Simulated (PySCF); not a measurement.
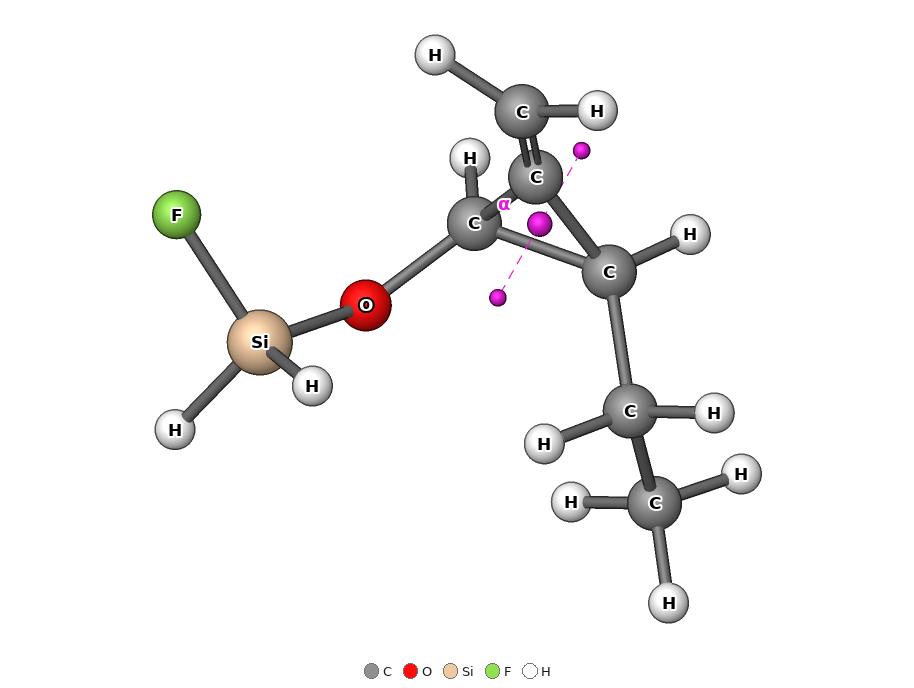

The small points mark where nucleus-independent chemical shifts (NICS) were computed: at the centre of each lettered ring and 1 Å above and below it. The computed structure is the end point of a GFN2-xTB optimisation. No frequency run is at hand to confirm it as a minimum. Method: GIAO PBE0/pcSseg-1 NMR shielding, non-relativistic, gas phase (PySCF 2.14.0).

Give NICS(0), NICS(1) and the out-of-plane component NICS(1)zz for each ring (means of the two sides).

```json
{"ring": "α", "members": "C3", "NICS(0)": "−26.4", "NICS(1)": "−7.4", "NICS(1)zz": "−16.1"}
```

Values in ppm.

The geometry is semi-empirical. Around Si such bond lengths and angles can be off by a tenth of an ångström or more and by several degrees, and values that hang on the shape move with them.
